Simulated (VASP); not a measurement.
Band structure of WB (relaxed from the wurtzite structure, space group P6_3/mmc). These are PBE GGA, VASP's PBE PAW potentials (set 64) (plane waves; VASP) values and carry that method's errors.

Unless said otherwise, spin-orbit coupling is left out, though it shifts the bands of the heavy elements here.

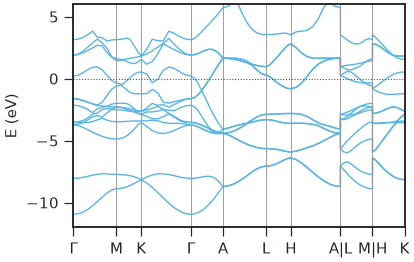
Figure: Bands along high-symmetry lines, zero at the valence-band maximum or, without a gap, the Fermi level

Task: Read the plot: is there a gap, and where are the band edges?

Result: It has no gap at this level: it comes out as a metal or semimetal. (Edges off the drawn lines would not show.)

The structure was generated: WB was put into the wurtzite type (P6_3mc), which need not be its known phase. It was relaxed first, which changed the volume by -42 %. The relaxed cell has space group P6_3/mmc.
